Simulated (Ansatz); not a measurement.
Nb3Au (A15, Cr3Si type)

```
CELL_PARAMETERS angstrom
      5.21613     0.00000     0.00000
      0.00000     5.21613     0.00000
      0.00000     0.00000     5.21613
ATOMIC_POSITIONS crystal
  Nb 0.50000 0.25000 0.00000
  Nb 0.50000 0.75000 0.00000
  Nb 0.25000 0.00000 0.50000
  Nb 0.75000 0.00000 0.50000
  Nb 0.00000 0.50000 0.25000
  Nb 0.00000 0.50000 0.75000
  Au 0.50000 0.50000 0.50000
  Au 0.00000 0.00000 0.00000
```

This relaxed cell (volume V₀) is scaled evenly in all directions, its shape held. Symmetry pins the atoms to their sites.

Level of theory: r2SCAN (plane waves to 500 eV, PAW, scalar-relativistic; Ansatz, a program for electronic structure). k mesh 9×9×9 (Γ-centred), Fermi-Dirac smearing 0.05 eV. E stands for the smeared free energy. Nb3Au is run without spin polarisation. Nb3Au was relaxed with its symmetry unable to fall. Spin-orbit coupling is left out, though Au is heavy. The zero of ΔE is the relaxed starting cell.

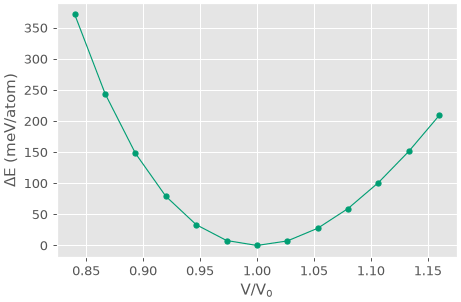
Figure. ΔE (meV/atom) against V/V₀; markers are the computed points, lines only join them.

### Question
What is ΔE at V/V₀ = 0.840?

### Answer
About 370 meV/atom.

### Question
What is ΔE at V/V₀ = 1.160?

### Answer
About 210 meV/atom.

### Question
What bulk modulus B₀ follows from a third-order Birch-Murnaghan fit?

### Answer
About 190 GPa.

(A scan under strain: stresses follow from slopes of the energy per volume, elastic moduli from its curvatures.)
